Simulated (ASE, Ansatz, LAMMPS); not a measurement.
# Structural relaxation of 60-degree dislocation dipole in a C-Si solid solution (shuffle set) (120 atoms), part 2 of 3

Aim: bring 60-degree dislocation dipole in a C-Si solid solution (shuffle set) (120 atoms) to a nearby minimum of the energy and see what moves.

Ansatz 0.2.0; Kohn-Sham DFT, PBE, PAW (set soft_2), plane waves.

The cell: 104 C and 16 Si. The cell is under 6 Å thick along one periodic direction. The host structure and its lattice constant were typed by rule, without a check against the phase diagram.

So far. Step 3 (Single point at the start): The r.m.s. force component of 1.1 eV/Å sets the starting point.

## (4) Relaxation

With the cell held, the atoms are moved downhill towards a nearby minimum.

File input.yaml:

```yaml
crystal:
  lattice:
    - [23.33017, 0.0, 0.0]
    - [1.1665, 13.21471, 0.0]
    - [0.0, -0.1373, 2.69043]
  atoms:
    [... the 120 atom lines of step 3 ...]
kpoints:
  mp_grid: { grid: [1, 1, 6] }
hamiltonian:
  xc: pbe
scf:
  occupations: { method: fermi_dirac, width: 0.025 }
output:
  forces: true
relax:
  f_tol: 0.05
  max_steps: 81
```

On the command line:

```console
$ ansatz run input.yaml --threads 4 --pin off --max-ram 8192MiB --backend cpu --events-out ev --progress --plain --runs-dir out
```

Numbers of over 12 decimals in the logs are rounded to 6 here.

The log of the run:

```text
[...]
Crystal: 120 atoms, lattice volume = 829.463 Å³
Basis set: ecut = 420 eV, 16309 PW (Γ), exchange–correlation on 320×180×40 points (8 copies of the dense FFT grid, shifted against one another)
Bands: 360, of which v1, the nominal top of the filled ones, is band 240 counted from 1 (239 counted from 0)
Symmetry: 1 space group operations
[...]
k-points: 4 of 6 (time reversal used)
[...]
SCF iter   1: F=—  HF=-36185.039593 eV  |F-HF|=—  |Δ(HF+E_count)|=         —  Δρ=1.51e-2  dr2=7.63e0  ethr=1.77e-3  ⟨swp⟩=6.0  Hψ=6258  notcnv=0  defer=306
[...]
SCF iter  10: F=-36184.188720 eV  HF=-36184.188730 eV  |F-HF|=1.00e-5  |Δ(HF+E_count)|=   3.87e-6  Δρ=1.13e-5  dr2=1.05e-5  ethr=1.30e-8  ⟨swp⟩=2.0  Hψ=3057  notcnv=0
SCF 1 converged in 10 iterations: F = -36184.188720 eV  dr2 = 1.05e-5
[...]
relax step   1: F+E_penalty+E_count = -36184.18872003 eV  Δ(F+E_penalty+E_count) = +0.000e0 eV  max|allowed force component| = 4.605e0 eV/Å  Δτ_max = 0.0000 Å  (10 SCF iters, dr2 threshold 6.25e-5 eV, accepted)
[...]
relax step   2: F+E_penalty+E_count = -36190.26594350 eV  Δ(F+E_penalty+E_count) = -6.077e0 eV  max|allowed force component| = 2.339e0 eV/Å  Δτ_max = 0.1970 Å  (10 SCF iters, dr2 threshold 1.00e-4 eV, accepted)
[...]
relax step   3: F+E_penalty+E_count = -36191.98355378 eV  Δ(F+E_penalty+E_count) = -1.718e0 eV  max|allowed force component| = 2.236e0 eV/Å  Δτ_max = 0.2000 Å  (11 SCF iters, dr2 threshold 1.00e-4 eV, accepted)
relax step   4: F+E_penalty+E_count = -36192.89651034 eV  Δ(F+E_penalty+E_count) = -9.130e-1 eV  max|allowed force component| = 1.256e0 eV/Å  Δτ_max = 0.1972 Å  (7 SCF iters, dr2 threshold 1.00e-4 eV, accepted)
relax step   5: F+E_penalty+E_count = -36193.54152006 eV  Δ(F+E_penalty+E_count) = -6.450e-1 eV  max|allowed force component| = 1.124e0 eV/Å  Δτ_max = 0.2000 Å  (8 SCF iters, dr2 threshold 1.00e-4 eV, accepted)
relax step   6: F+E_penalty+E_count = -36193.85326096 eV  Δ(F+E_penalty+E_count) = -3.117e-1 eV  max|allowed force component| = 8.250e-1 eV/Å  Δτ_max = 0.1947 Å  (6 SCF iters, dr2 threshold 1.00e-4 eV, accepted)
relax step   7: F+E_penalty+E_count = -36194.24583905 eV  Δ(F+E_penalty+E_count) = -3.926e-1 eV  max|allowed force component| = 8.693e-1 eV/Å  Δτ_max = 0.2000 Å  (12 SCF iters, dr2 threshold 1.00e-4 eV, accepted)
relax step   8: F+E_penalty+E_count = -36194.61647296 eV  Δ(F+E_penalty+E_count) = -3.706e-1 eV  max|allowed force component| = 1.592e0 eV/Å  Δτ_max = 0.1945 Å  (11 SCF iters, dr2 threshold 1.00e-4 eV, accepted)
relax step   9: F+E_penalty+E_count = -36195.17394988 eV  Δ(F+E_penalty+E_count) = -5.575e-1 eV  max|allowed force component| = 2.541e0 eV/Å  Δτ_max = 0.1950 Å  (9 SCF iters, dr2 threshold 1.00e-4 eV, accepted)
relax step  10: F+E_penalty+E_count = -36196.33902083 eV  Δ(F+E_penalty+E_count) = -1.165e0 eV  max|allowed force component| = 2.149e0 eV/Å  Δτ_max = 0.2000 Å  (7 SCF iters, dr2 threshold 1.00e-4 eV, accepted)
relax step  11: F+E_penalty+E_count = -36196.89538881 eV  Δ(F+E_penalty+E_count) = -5.564e-1 eV  max|allowed force component| = 2.266e0 eV/Å  Δτ_max = 0.1948 Å  (7 SCF iters, dr2 threshold 1.00e-4 eV, accepted)
relax step  12: F+E_penalty+E_count = -36197.54846660 eV  Δ(F+E_penalty+E_count) = -6.531e-1 eV  max|allowed force component| = 1.036e0 eV/Å  Δτ_max = 0.2000 Å  (7 SCF iters, dr2 threshold 1.00e-4 eV, accepted)
relax step  13: F+E_penalty+E_count = -36197.94922464 eV  Δ(F+E_penalty+E_count) = -4.008e-1 eV  max|allowed force component| = 6.699e-1 eV/Å  Δτ_max = 0.1915 Å  (11 SCF iters, dr2 threshold 1.00e-4 eV, accepted)
relax step  14: F+E_penalty+E_count = -36197.40894225 eV  Δ(F+E_penalty+E_count) = +5.403e-1 eV  max|allowed force component| = 1.285e0 eV/Å  Δτ_max = 0.2000 Å  (12 SCF iters, dr2 threshold 9.38e-5 eV, rejected (line search))
relax step  15: F+E_penalty+E_count = -36198.04087863 eV  Δ(F+E_penalty+E_count) = -9.165e-2 eV  max|allowed force component| = 5.153e-1 eV/Å  Δτ_max = 0.0951 Å  (18 SCF iters, accepted)
relax step  16: F+E_penalty+E_count = -36198.10543296 eV  Δ(F+E_penalty+E_count) = -6.455e-2 eV  max|allowed force component| = 9.987e-1 eV/Å  Δτ_max = 0.1000 Å  (6 SCF iters, dr2 threshold 1.00e-4 eV, accepted)
relax step  17: F+E_penalty+E_count = -36198.14531217 eV  Δ(F+E_penalty+E_count) = -3.988e-2 eV  max|allowed force component| = 4.598e-1 eV/Å  Δτ_max = 0.0215 Å  (6 SCF iters, dr2 threshold 1.00e-4 eV, accepted)
relax step  18: F+E_penalty+E_count = -36197.97612504 eV  Δ(F+E_penalty+E_count) = +1.692e-1 eV  max|allowed force component| = 6.747e-1 eV/Å  Δτ_max = 0.1300 Å  (7 SCF iters, dr2 threshold 4.48e-5 eV, rejected (line search))
relax step  19: F+E_penalty+E_count = -36198.16523351 eV  Δ(F+E_penalty+E_count) = -1.992e-2 eV  max|allowed force component| = 1.036e-1 eV/Å  Δτ_max = 0.0244 Å  (9 SCF iters, accepted)
relax step  20: F+E_penalty+E_count = -36198.11820535 eV  Δ(F+E_penalty+E_count) = +4.703e-2 eV  max|allowed force component| = 3.949e-1 eV/Å  Δτ_max = 0.0831 Å  (8 SCF iters, rejected (line search))
relax step  21: F+E_penalty+E_count = -36198.16856963 eV  Δ(F+E_penalty+E_count) = -3.336e-3 eV  max|allowed force component| = 5.829e-2 eV/Å  Δτ_max = 0.0126 Å  (8 SCF iters, accepted)
relax step  22: F+E_penalty+E_count = -36198.16160740 eV  Δ(F+E_penalty+E_count) = +6.962e-3 eV  max|allowed force component| = 1.560e-1 eV/Å  Δτ_max = 0.0177 Å  (9 SCF iters, rejected (line search))
relax step  23: F+E_penalty+E_count = -36198.16899008 eV  Δ(F+E_penalty+E_count) = -4.204e-4 eV  max|allowed force component| = 6.226e-2 eV/Å  Δτ_max = 0.0048 Å  (7 SCF iters, accepted)
relax step  24: F+E_penalty+E_count = -36198.16832498 eV  Δ(F+E_penalty+E_count) = +6.651e-4 eV  max|allowed force component| = 8.169e-2 eV/Å  Δτ_max = 0.0104 Å  (7 SCF iters, rejected (line search))
[...]
relax step  25: F+E_penalty+E_count = -36198.16924265 eV  Δ(F+E_penalty+E_count) = -2.526e-4 eV  max|allowed force component| = 9.107e-3 eV/Å  Δτ_max = 0.0019 Å  (7 SCF iters, accepted)
SCF converged after 7 iterations
Free energy (F): -36198.169243 eV
[...]
Internal energy: -36198.162102 eV  (E = F + TS)
E sigma→0 (E₀):  -36198.165672 eV
Entropy (-TS):   -0.007141 eV (-0.060 meV/atom)
Fermi energy:    13.096729 eV
[...]
--- Forces (eV/Å), atoms counted from 1 ---
  atom   1  C      0.00140902    -0.00057697    -0.00015745
  atom   2  C     -0.00073310     0.00012855    -0.00001379
  atom   3  C     -0.00103628    -0.00128167     0.00090198
  atom   4  C     -0.00091746     0.00260230    -0.00134892
  atom   5  C      0.00198131     0.00166873     0.00038387
  atom   6  C      0.00128064    -0.00345485    -0.00187888
  atom   7  Si    -0.00334257     0.00077666     0.00062853
  atom   8  Si    -0.00052052    -0.00425687    -0.00083039
  atom   9  C      0.00006260    -0.00048555    -0.00024085
  atom  10  C      0.00090901     0.00026517    -0.00057715
  atom  11  C      0.00280217     0.00089388     0.00296951
  atom  12  C     -0.00006025     0.00077007    -0.00155787
  atom  13  C      0.00329077     0.00109960     0.00131957
  atom  14  C     -0.00222402    -0.00300885     0.00043730
[...]
atom 119  C      0.00121177     0.00057172     0.00031948
  atom 120  C     -0.00107428    -0.00062249    -0.00026910
  max |Σ_I F_I| component: 4.18e-5 eV/Å
--- Relaxed structure (25 steps of the walk, 20 accepted, 0 SCFs on fresh bases) ---
  F+E_penalty+E_count = -36198.16924265 eV   max|allowed force component| = 9.107e-3 eV/Å
  atoms:
    - { symbol: C, position: [0.901794, 0.970399, 0.605044] }
    - { symbol: C, position: [0.894129, 0.092852, 0.619328] }
    - { symbol: C, position: [0.951269, 0.138387, 0.603463] }
    - { symbol: C, position: [0.950553, 0.275867, 0.593056] }
[...]
- { symbol: C, position: [0.022697, 0.927434, 0.594877] }
```

Elapsed: 41 min, on 4 threads of Arm Neoverse V1, shared host; peak memory 4.4 GiB; 1.9 h of CPU time.

The steps of the relaxation (22 of 25):

| step | energy less that of the first step (eV) | largest force component (eV/Å) |
| --- | --- | --- |
| 1 | 0.0000 | 4.6049 |
| 2 | -6.0772 | 2.3394 |
| 3 | -7.7948 | 2.2364 |
| 4 | -8.7078 | 1.2557 |
| 6 | -9.6645 | 0.8250 |
| 7 | -10.0571 | 0.8693 |
| 8 | -10.4278 | 1.5918 |
| 9 | -10.9852 | 2.5407 |
| 10 | -12.1503 | 2.1490 |
| 11 | -12.7067 | 2.2662 |
| 12 | -13.3597 | 1.0361 |
| 14 | -13.2202 | 1.2848 |
| 15 | -13.8522 | 0.5153 |
| 16 | -13.9167 | 0.9987 |
| 17 | -13.9566 | 0.4598 |
| 18 | -13.7874 | 0.6747 |
| 19 | -13.9765 | 0.1036 |
| 20 | -13.9295 | 0.3949 |
| 22 | -13.9729 | 0.1560 |
| 23 | -13.9803 | 0.0623 |
| 24 | -13.9796 | 0.0817 |
| 25 | -13.9805 | 0.0091 |

Relaxation steps 14, 18, 20, 22, 24 were tried and not accepted.

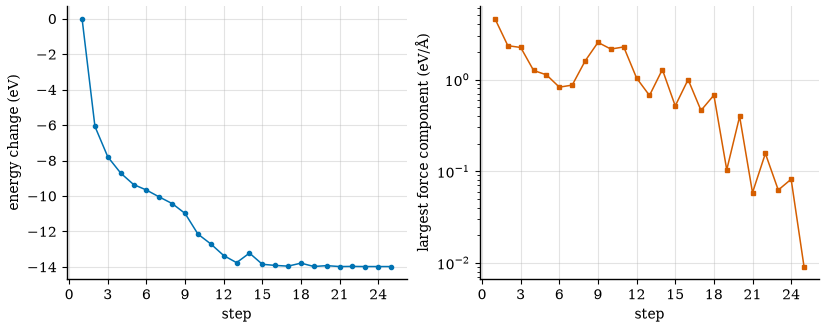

Energy and largest force along the relaxation.

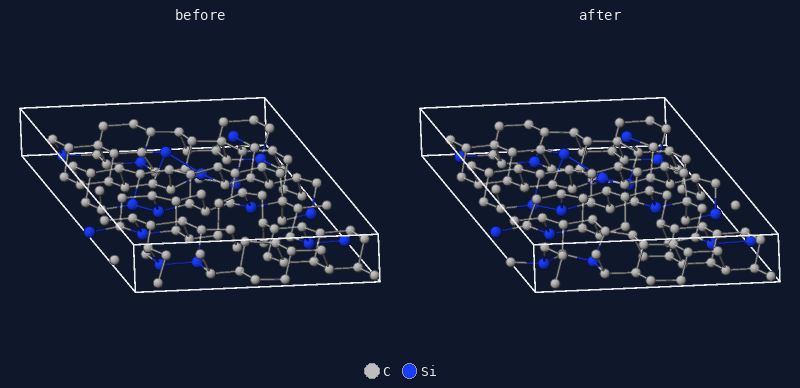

The structure before and after the relaxation, drawn at the same scale. Bonds to atoms that aren't drawn are left out.

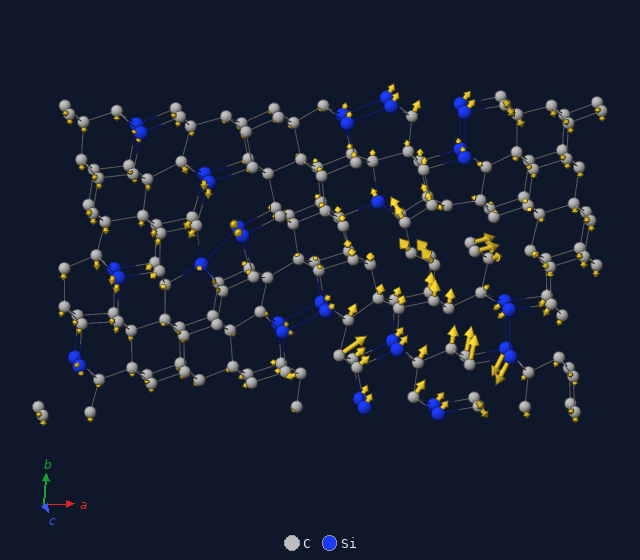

Displacements in the relaxation, exaggerated; the longest in the cell stands for 1.01 Å. Drawn is a slice 4 Å thick, seen along the normal of the ab plane. Bonds to atoms that aren't drawn are left out.

The atoms that moved most (Å):

| atom | dx | dy | dz | length |
| --- | --- | --- | --- | --- |
| C35 | 0.805 | 0.585 | 0.158 | 1.008 |
| C6 | 0.179 | 0.871 | 0.001 | 0.889 |
| Si7 | -0.402 | -0.786 | -0.021 | 0.883 |
| C27 | 0.733 | 0.152 | -0.285 | 0.801 |
| C26 | -0.401 | 0.511 | 0.327 | 0.727 |
| C13 | 0.098 | 0.663 | 0.026 | 0.670 |
| C25 | 0.046 | 0.562 | 0.177 | 0.591 |
| C39 | -0.337 | 0.424 | 0.219 | 0.584 |

The relaxation changed the energy by -117 meV/atom, and atoms moved by 0.32 Å r.m.s., 1.0 Å at most.

## (5) Distances and neighbours after relaxation

Density 3.40 g/cm³, 6.912 Å³ an atom.

g(r), total and by pair (bins of 0.2 Å):

| r (Å) | total | C-C | C-Si | Si-Si |
| --- | --- | --- | --- | --- |
| 1.40 | 0.24 | 0.32 | 0.00 | 0.00 |
| 1.60 | 2.95 | 3.92 | 0.00 | 0.00 |
| 1.80 | 0.80 | 0.08 | 3.22 | 0.00 |
| 2.00 | 0.06 | 0.02 | 0.20 | 0.00 |
| 2.20 | 0.07 | 0.02 | 0.08 | 1.66 |
| 2.40 | 0.60 | 0.70 | 0.30 | 0.46 |
| 2.60 | 2.87 | 3.25 | 1.33 | 6.55 |
| 2.80 | 0.97 | 0.73 | 1.78 | 0.98 |
| 3.00 | 1.52 | 1.71 | 0.97 | 0.29 |
| 3.20 | 1.26 | 1.21 | 1.54 | 0.00 |
| 3.40 | 0.52 | 0.37 | 0.88 | 1.80 |
| 3.60 | 0.45 | 0.45 | 0.41 | 0.80 |
| 3.80 | 0.73 | 0.79 | 0.55 | 0.34 |
| 4.00 | 0.93 | 0.95 | 0.83 | 1.61 |
| 4.20 | 0.94 | 0.90 | 1.05 | 0.87 |
| 4.40 | 0.94 | 1.02 | 0.65 | 1.08 |
| 4.60 | 1.54 | 1.59 | 1.39 | 0.97 |
| 4.80 | 1.26 | 1.22 | 1.42 | 1.12 |
| 5.00 | 0.87 | 0.85 | 0.96 | 0.74 |
| 5.20 | 0.82 | 0.81 | 0.85 | 1.05 |
| 5.40 | 1.16 | 1.21 | 0.92 | 2.31 |
| 5.60 | 1.09 | 1.13 | 0.97 | 0.90 |
| 5.80 | 0.94 | 0.90 | 1.03 | 1.30 |
| 6.00 | 0.99 | 1.01 | 0.94 | 1.22 |
| 6.20 | 0.79 | 0.74 | 0.94 | 0.87 |
| 6.40 | 0.72 | 0.73 | 0.73 | 0.32 |
| 6.60 | 0.90 | 0.91 | 0.87 | 0.89 |
| 6.80 | 1.16 | 1.19 | 1.10 | 0.67 |

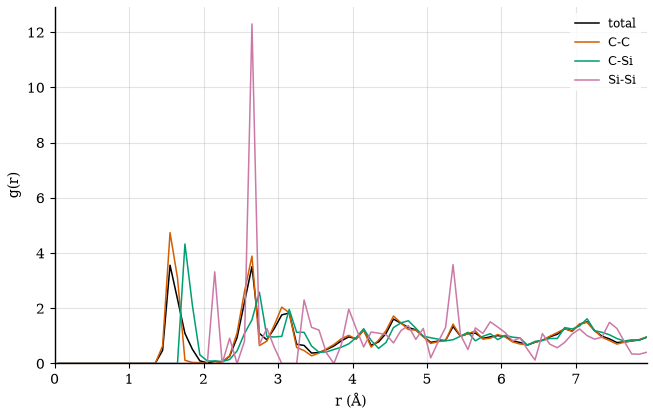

Pair distribution functions.

[end of part 2 of 3]

[Logs are printed without paths, hosts, clocks, repeated set-up lines and the standing remarks that a program may print on its own settings, such as how far it seeks lower states.]

[Hosts, paths, dates, database ids (printed as entryN), source tags and the programs' standing remarks are cut or masked in the printed files.]
